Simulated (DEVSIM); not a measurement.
Device: illuminated Si n-on-p cell, one wavelength, at 300 K.

```
layer (left to right)  material  thickness (μm)  Nd (cm⁻³)  Na (cm⁻³)  τn (s)  τp (s)  absorption coefficient (cm⁻¹)
---------------------  --------  --------------  ---------  ---------  ------  ------  -----------------------------
1                            Si           0.340       6e17          -  3.2e-9    1e-8                          45000
2                            Si             190          -       6e16  2.5e-7  2.5e-7                          45000
```

Left contact: ohmic, minority hole recombination velocity 5e5 cm/s. Right contact: ohmic, minority electron recombination velocity 8e6 cm/s. Voltage is applied to the left contact. Recombination: SRH at mid-gap, radiative, Auger. Light enters at the left, 5.5e16 photons cm⁻² s⁻¹, one pass, no reflection. Mobility is μmin + (μ − μmin)/(1 + (N/Nref)^α).

The device is made up for the run: typed textbook-type constants, with dimensions and the other settings drawn at random. Values at 300 K.

```tsv
parameter	Si
gap (eV)	1.124
affinity (eV)	4.05
permittivity	11.7
Nc (cm⁻³)	2.86e19
Nv (cm⁻³)	3.1e19
μn (cm²/Vs)	1417
μp (cm²/Vs)	470
μn,min	52
μp,min	45
Nref,n	9.7e16
Nref,p	2.2e17
αn	0.68
αp	0.72
B (cm³/s)	4.7e-15
Cn (cm⁶/s)	2.8e-31
Cp (cm⁶/s)	9.9e-32
```

DEVSIM, 1D drift-diffusion, Boltzmann statistics, complete ionisation; no tunnelling, impact ionisation, image-force lowering or self-heating.

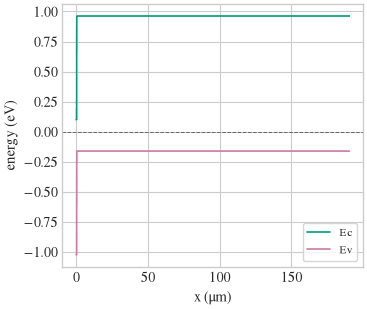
Figure: Band edges at zero bias, in the dark

Energies count from the Fermi level of the right contact; mesh points crowd at the junctions.

| x (μm) | Ec (eV) | Ev (eV) | n (cm⁻³) | p (cm⁻³) | field (V/cm) |
|---|---|---|---|---|---|
| 0.000 | 0.100 | -1.024 | 6.0e17 | 190 | ≈ 0 |
| 0.03469 | 0.100 | -1.024 | 6.0e17 | 190 | ≈ 0 |
| 0.1073 | 0.100 | -1.024 | 6.0e17 | 190 | ≈ 0 |
| 0.2378 | 0.100 | -1.024 | 6.0e17 | 190 | ≈ 0 |
| 0.3224 | 0.107 | -1.017 | 4.6e17 | 250 | 13000 |
| 0.3493 | 0.309 | -0.815 | 1.9e14 | 630000 | 110000 |
| 0.4011 | 0.744 | -0.380 | 9200000 | 1.3e13 | 60000 |
| 0.6054 | 0.962 | -0.162 | 1900 | 6.0e16 | ≈ 0 |
| 1.026 | 0.962 | -0.162 | 1900 | 6.0e16 | ≈ 0 |
| 2.132 | 0.962 | -0.162 | 1900 | 6.0e16 | ≈ 0 |
| 4.773 | 0.962 | -0.162 | 1900 | 6.0e16 | ≈ 0 |
| 15.48 | 0.962 | -0.162 | 1900 | 6.0e16 | ≈ 0 |
| 39.08 | 0.962 | -0.162 | 1900 | 6.0e16 | ≈ 0 |
| 95.34 | 0.962 | -0.162 | 1900 | 6.0e16 | ≈ 0 |
| 162.4 | 0.962 | -0.162 | 1900 | 6.0e16 | ≈ 0 |
| 179.4 | 0.962 | -0.162 | 1900 | 6.0e16 | ≈ 0 |
| 185.9 | 0.962 | -0.162 | 1900 | 6.0e16 | ≈ 0 |
| 188.6 | 0.962 | -0.162 | 1900 | 6.0e16 | ≈ 0 |
| 189.8 | 0.962 | -0.162 | 1900 | 6.0e16 | ≈ 0 |
| 190.2 | 0.962 | -0.162 | 1900 | 6.0e16 | ≈ 0 |
| 190.3 | 0.962 | -0.162 | 1900 | 6.0e16 | ≈ 0 |
| 190.3 | 0.962 | -0.162 | 1900 | 6.0e16 | ≈ 0 |
